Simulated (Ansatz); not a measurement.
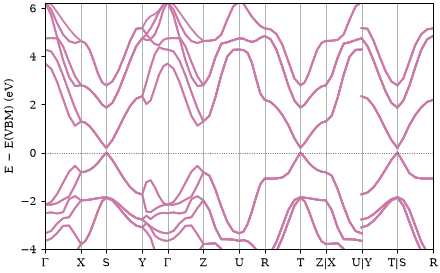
*Band structure from r²SCAN with spin–orbit coupling in the plane-wave PAW code Ansatz*

Read off the gap and where the band edges lie.

About 0.2 eV (0.20 eV by a search for the band edges); maximum at T, minimum at S.

The material is PbS (rock salt, Fm-3m).

Symmetry was held in the r²SCAN relaxation; of distortions, only those at the zone centre were tested.

Potentials: the later of the program's two PAW sets.
